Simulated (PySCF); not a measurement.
The calculation's input:

```
{"job": {"kind": "epr", "basis": "pcH-1"}, "charge": 0, "multiplicity": 2}
N     -1.939761    -0.123323    -0.055457
C     -0.582489    -0.298632    -0.492275
C      0.492540     0.252846     0.511535
C      1.864731     0.045501     0.042277
F      2.311622     0.883664    -0.922748
H     -2.166672     0.856746     0.068545
H     -2.115938    -0.610020     0.815983
H     -0.459420     0.214046    -1.448400
H     -0.406359    -1.365798    -0.643773
H      0.306945     1.322107     0.642079
H      0.359994    -0.256221     1.468590
H      2.336006    -0.921600    -0.012383
```

Run with:

```sh
OMP_NUM_THREADS=1 python probes_run.py task.json out
```

Geometry: GFN2-xTB.

All numbers below come from UKS B3LYP, pcH-1 on C F H N, non-relativistic, mean-field spin-orbit, GIAO (PySCF).

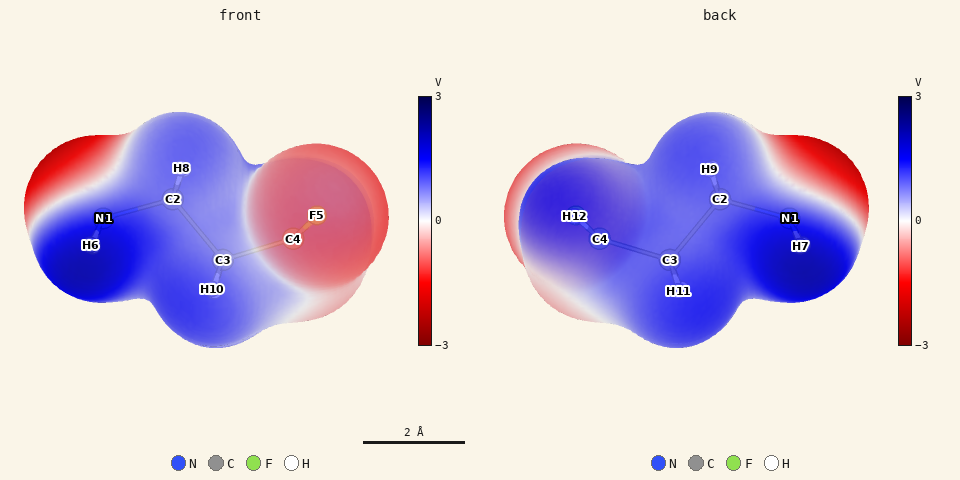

C$_{3}$H$_{7}$FN (doublet). The molecular electrostatic potential painted on the density surface at 0.004 e/bohr³, seen from the front and from behind; the colour scale runs from red (negative) to blue (positive).

### Which sites attract a positive test charge, and which a negative one?

A positive charge is drawn to the negative regions and a negative charge to the positive ones. The most negative region (about −2.1 V, or −48 kcal/mol for a unit charge) lies over N1, the most positive (about +2.1 V, or +48 kcal/mol for a unit charge) over H6 and H7. N1 is the likeliest acceptor of a hydrogen bond.
